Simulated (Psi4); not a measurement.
## Run report: C2H6N, energy and gradient calculation

C2H6N, multiplicity 2, SMILES [CH2]CN, computed with HF/STO-3G, UHF (Psi4 1.11).

The geometry comes from this level: GFN2-xTB.

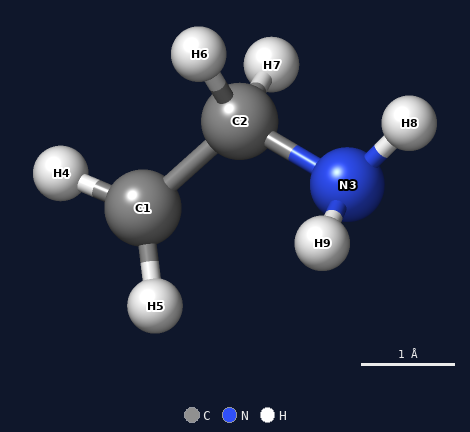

The structure (ball-and-stick view, seen at a tilt; atoms are numbered from 1 in the order of the input).

## Input (job.json)
```
{
 "schema_name": "qcschema_input",
 "schema_version": 1,
 "molecule": {
  "schema_name": "qcschema_molecule",
  "schema_version": 2,
  "symbols": ["C", "C", "N", "H", "H", "H", "H", "H", "H"],
  "geometry": [-1.67363594, 0.9024954, -1.42923766, 0.75687311, -0.05068245, -0.47985815, 0.49724364, -1.36011148, 1.91347998, -1.76092239, 1.81145367, -3.2360804, -3.36677386, 0.65121852, -0.35084655, 2.13011818, 1.54432198, -0.39158905, 1.58264563, -1.39962565, -1.83781535, 2.21050713, -1.85665592, 2.61073223, -0.3760366, -0.24241407, 3.20123385],
  "molecular_charge": 0,
  "molecular_multiplicity": 2,
  "fix_symmetry": "c1"
 },
 "driver": "gradient",
 "model": {
  "method": "hf",
  "basis": "STO-3G"
 },
 "keywords": {
  "reference": "uhf",
  "puream": true,
  "e_convergence": 1e-09,
  "d_convergence": 1e-08,
  "scf_type": "pk",
  "maxiter": 200
 }
}
```

Run as:
```bash
psi4 --qcschema job.json -n 1 --memory 1600MB
```

## Output
```
Psi4 1.11 release

gradient() will perform analytic gradient computation.

   => Loading Basis Set <=

    Name: STO-3G
    Role: ORBITAL
    Keyword: BASIS

         ---------------------------------------------------------
                                   SCF
                              UHF Reference
                        1 Threads,   1525 MiB Core
         ---------------------------------------------------------

  ==> Geometry <==

    Molecular point group: c1
    Full point group: C1

    Geometry (in Bohr), charge = 0, multiplicity = 2:

       Center              X                  Y                   Z               Mass
    ------------   -----------------  -----------------  -----------------  -----------------
         C           -1.591561218190     1.091183385482    -1.517343232885    12.000000000000
         C            0.838947831810     0.138005535482    -0.567963722885    12.000000000000
         N            0.579318361810    -1.171423494518     1.825374407115    14.003074004430
         H           -1.678847668190     2.000141655482    -3.324185972885     1.007825032230
         H           -3.284699138190     0.839906505482    -0.438952122885     1.007825032230
         H            2.212192901810     1.733009965482    -0.479694622885     1.007825032230
         H            1.664720351810    -1.210937664518    -1.925920922885     1.007825032230
         H            2.292581851810    -1.667967934518     2.522626657115     1.007825032230
         H           -0.293961878190    -0.053726084518     3.113128277115     1.007825032230

  Running in c1 symmetry.

  Rotational constants: A =      1.26106  B =      0.32462  C =      0.27564 [cm^-1]
  Rotational constants: A =  37805.70321  B =   9731.74357  C =   8263.60577 [MHz]
  Nuclear repulsion =   76.742630329391901

  Charge       = 0
  Multiplicity = 2
  Electrons    = 25
  Nalpha       = 13
  Nbeta        = 12

  ==> Algorithm <==

  SCF Algorithm Type is PK.
  DIIS enabled.
  MOM disabled.
  Fractional occupation disabled.
  Guess Type is SAD.
  Energy threshold   = 1.00e-09
  Density threshold  = 1.00e-08
  Integral threshold = 1.00e-12

  ==> Primary Basis <==

  Basis Set: STO-3G
    Blend: STO-3G
    Number of shells: 15
    Number of basis functions: 21
    Number of Cartesian functions: 21
    Spherical Harmonics?: true
    Max angular momentum: 1

  ==> Integral Setup <==

  Using in-core PK algorithm.
   Calculation information:
      Number of atoms:                   9
      Number of AO shells:              15
      Number of primitives:             45
      Number of atomic orbitals:        21
      Number of basis functions:        21

      Integral cutoff                 1.00e-12
      Number of threads:                 1

  Performing in-core PK
  Using 53592 doubles for integral storage.
  We computed 7137 shell quartets total.
  Whereas there are 7260 unique shell quartets.

  ==> DiskJK: Disk-Based J/K Matrices <==

    J tasked:                  Yes
    K tasked:                  Yes
    wK tasked:                  No
    Memory [MiB]:             1144
    Schwarz Cutoff:          1E-12

  Minimum eigenvalue in the overlap matrix is 2.1333532393E-01.
  Reciprocal condition number of the overlap matrix is 8.8288497352E-02.
    Using symmetric orthogonalization.

  ==> Pre-Iterations <==

  SCF Guess: Superposition of Atomic Densities via on-the-fly atomic UHF (no occupation information).

   -------------------------
    Irrep   Nso     Nmo
   -------------------------
     A         21      21
   -------------------------
    Total      21      21
   -------------------------

  ==> Iterations <==

                        Total Energy        Delta E     RMS |[F,P]|

   @UHF iter SAD:  -129.39195611211494   -1.29392e+02   0.00000e+00
   @UHF iter   1:  -131.92491301659746   -2.53296e+00   1.00399e-02 DIIS/ADIIS
   @UHF iter   2:  -131.96098411855354   -3.60711e-02   2.93263e-03 DIIS/ADIIS
   @UHF iter   3:  -131.96442270553678   -3.43859e-03   1.12444e-03 DIIS/ADIIS
   @UHF iter   4:  -131.96525291660544   -8.30211e-04   4.05754e-04 DIIS/ADIIS
   @UHF iter   5:  -131.96538237021181   -1.29454e-04   1.15764e-04 DIIS/ADIIS
   @UHF iter   6:  -131.96539336156468   -1.09914e-05   2.94765e-05 DIIS
   @UHF iter   7:  -131.96539408817091   -7.26606e-07   1.15469e-05 DIIS
   @UHF iter   8:  -131.96539421047342   -1.22303e-07   4.69687e-06 DIIS
   @UHF iter   9:  -131.96539423215864   -2.16852e-08   1.18748e-06 DIIS
   @UHF iter  10:  -131.96539423320507   -1.04643e-09   4.87582e-07 DIIS
   @UHF iter  11:  -131.96539423339169   -1.86617e-10   1.48044e-07 DIIS
   @UHF iter  12:  -131.96539423340911   -1.74225e-11   1.96437e-08 DIIS
   @UHF iter  13:  -131.96539423340937   -2.55795e-13   5.66459e-09 DIIS
  Energy and wave function converged.

  ==> Post-Iterations <==

   @Spin Contamination Metric:   1.530458223E-02
   @S^2 Expected:                7.500000000E-01
   @S^2 Observed:                7.653045822E-01
   @S   Expected:                5.000000000E-01
   @S   Observed:                5.000000000E-01

    Orbital Energies [Eh]
    ---------------------

    Alpha Occupied:

       1A    -15.304548     2A    -11.075169     3A    -11.006727
       4A     -1.130276     5A     -0.955232     6A     -0.781610
       7A     -0.618529     8A     -0.591228     9A     -0.545826
      10A     -0.484047    11A     -0.480079    12A     -0.339503
      13A     -0.299070

    Alpha Virtual:

      14A      0.596865    15A      0.643436    16A      0.655369
      17A      0.698154    18A      0.733433    19A      0.767696
      20A      0.815040    21A      0.867011

    Beta Occupied:

       1A    -15.304317     2A    -11.079439     3A    -10.975984
       4A     -1.127092     5A     -0.900949     6A     -0.736428
       7A     -0.611730     8A     -0.576300     9A     -0.527696
      10A     -0.476882    11A     -0.464812    12A     -0.315288

    Beta Virtual:

      13A      0.327463    14A      0.598090    15A      0.661578
      16A      0.684081    17A      0.719136    18A      0.749024
      19A      0.777699    20A      0.834446    21A      0.887442

    Final Occupation by Irrep:
              A
    DOCC [    12 ]
    SOCC [     1 ]
    NA   [    13 ]
    NB   [    12 ]

  @UHF Final Energy:  -131.96539423340937

   => Energetics <=

    Nuclear Repulsion Energy =             76.7426303293919005
    One-Electron Energy =                -330.7072903247435534
    Two-Electron Energy =                 121.9992657619422971
    Total Energy =                       -131.9653942334093699

  UHF NO Occupations:
  HONO-2 :   11  A 1.9985602
  HONO-1 :   12  A 1.9958737
  HONO-0 :   13  A 1.0000000
  LUNO+0 :   14  A 0.0041263
  LUNO+1 :   15  A 0.0014398
  LUNO+2 :   16  A 0.0013685
  LUNO+3 :   17  A 0.0005379

Computation Completed

Properties will be evaluated at   0.000000,   0.000000,   0.000000 [a0]

Properties computed using the SCF density matrix

 Multipole Moments:

 ------------------------------------------------------------------------------------
     Multipole            Electronic (a.u.)      Nuclear  (a.u.)        Total (a.u.)
 ------------------------------------------------------------------------------------

 L = 1.  Multiply by 2.5417464519 to convert [e a0] to [Debye]
 Dipole X            :         -0.1447890            0.4515346            0.3067456
 Dipole Y            :         -0.3717756            0.8155955            0.4438199
 Dipole Z            :          0.3836425           -0.2672196            0.1164229
 Magnitude           :                                                    0.5519269

 ------------------------------------------------------------------------------------

	total time  =          1 seconds =       0.02 minutes

         ------------------------------------------------------------
                                   SCF GRAD
         ------------------------------------------------------------

  ==> Geometry <==

    Molecular point group: c1
    Full point group: C1

    Geometry (in Bohr), charge = 0, multiplicity = 2:

       Center              X                  Y                   Z               Mass
    ------------   -----------------  -----------------  -----------------  -----------------
         C           -1.591561218190     1.091183385482    -1.517343232885    12.000000000000
         C            0.838947831810     0.138005535482    -0.567963722885    12.000000000000
         N            0.579318361810    -1.171423494518     1.825374407115    14.003074004430
         H           -1.678847668190     2.000141655482    -3.324185972885     1.007825032230
         H           -3.284699138190     0.839906505482    -0.438952122885     1.007825032230
         H            2.212192901810     1.733009965482    -0.479694622885     1.007825032230
         H            1.664720351810    -1.210937664518    -1.925920922885     1.007825032230
         H            2.292581851810    -1.667967934518     2.522626657115     1.007825032230
         H           -0.293961878190    -0.053726084518     3.113128277115     1.007825032230

  Nuclear repulsion =   76.742630329391901

  ==> Basis Set <==

  Basis Set: STO-3G
    Blend: STO-3G
    Number of shells: 15
    Number of basis functions: 21
    Number of Cartesian functions: 21
    Spherical Harmonics?: true
    Max angular momentum: 1

  ==> DirectJKGrad: Integral-Direct SCF Gradients <==

    Gradient:                    1
    J tasked:                  Yes
    K tasked:                  Yes
    wK tasked:                  No
    Integrals threads:           1
    Schwarz Cutoff:          1E-12

  -Total Gradient:
     Atom            X                  Y                   Z
    ------   -----------------  -----------------  -----------------
       1        0.026278571519    -0.009253418129     0.009038982587
       2       -0.052775300649    -0.004854675663     0.014103071974
       3        0.018238358002     0.024887989350    -0.005888721952
       4        0.002042407074    -0.003896854366     0.007019704887
       5        0.008362621568     0.000588467156    -0.003002929746
       6        0.006974961472     0.008135860043    -0.000465385274
       7        0.002965659190    -0.004336651565    -0.003162288537
       8       -0.014622093919     0.000042964392    -0.006234216784
       9        0.002534815742    -0.011313681218    -0.011408217155

	total time  =          0 seconds =       0.00 minutes

    Psi4 run time: 0:00:01.33
```

## File result.json
```
{
 "driver": "gradient",
 "model": {
  "method": "hf",
  "basis": "STO-3G"
 },
 "success": true,
 "return_result": [0.026278571518679107, -0.009253418129134022, 0.009038982587123493, -0.05277530064890828, -0.004854675663008474, 0.01410307197435072, 0.018238358002065636, 0.02488798935041403, -0.005888721951826936, 0.0020424070742840836, -0.0038968543658480237, 0.007019704887242073, 0.008362621568089423, 0.0005884671555773241, -0.0030029297461026117, 0.006974961471920116, 0.008135860043164689, -0.0004653852744452413, 0.002965659190248493, -0.004336651564739891, -0.0031622885372075693, -0.014622093918734203, 4.296439185548506e-05, -0.0062342167843017215, 0.002534815742411156, -0.011313681218110716, -0.011408217154845274],
 "properties": {
  "calcinfo_nbasis": 21,
  "calcinfo_nmo": 21,
  "calcinfo_nalpha": 13,
  "calcinfo_nbeta": 12,
  "calcinfo_natom": 9,
  "nuclear_repulsion_energy": 76.7426303293919,
  "return_energy": -131.96539423340937,
  "return_gradient": [0.026278571518679107, -0.009253418129134022, 0.009038982587123493, -0.05277530064890828, -0.004854675663008474, 0.01410307197435072, 0.018238358002065636, 0.02488798935041403, -0.005888721951826936, 0.0020424070742840836, -0.0038968543658480237, 0.007019704887242073, 0.008362621568089423, 0.0005884671555773241, -0.0030029297461026117, 0.006974961471920116, 0.008135860043164689, -0.0004653852744452413, 0.002965659190248493, -0.004336651564739891, -0.0031622885372075693, -0.014622093918734203, 4.296439185548506e-05, -0.0062342167843017215, 0.002534815742411156, -0.011313681218110716, -0.011408217154845274],
  "scf_one_electron_energy": -330.70729032474355,
  "scf_two_electron_energy": 121.9992657619423,
  "scf_dipole_moment": [0.3067456468214104, 0.4438198871732527, 0.11642291433692231],
  "scf_total_energy": -131.96539423340937,
  "scf_total_gradient": [0.026278571518679107, -0.009253418129134022, 0.009038982587123493, -0.05277530064890828, -0.004854675663008474, 0.01410307197435072, 0.018238358002065636, 0.02488798935041403, -0.005888721951826936, 0.0020424070742840836, -0.0038968543658480237, 0.007019704887242073, 0.008362621568089423, 0.0005884671555773241, -0.0030029297461026117, 0.006974961471920116, 0.008135860043164689, -0.0004653852744452413, 0.002965659190248493, -0.004336651564739891, -0.0031622885372075693, -0.014622093918734203, 4.296439185548506e-05, -0.0062342167843017215, 0.002534815742411156, -0.011313681218110716, -0.011408217154845274],
  "scf_iterations": 13
 }
}
```

## Summary

```tsv
quantity	value
outcome	converged
total energy	−131.965394 hartree
basis functions	21
largest force	2.820 eV/Å
⟨S²⟩	0.765
dipole moment	1.40 D
hardware	1 thread of Intel Xeon @ 2.50GHz (Skylake/Cascade Lake), 192 GiB of memory available, shared host
wall time	3 s
peak memory	0.18 GiB
```
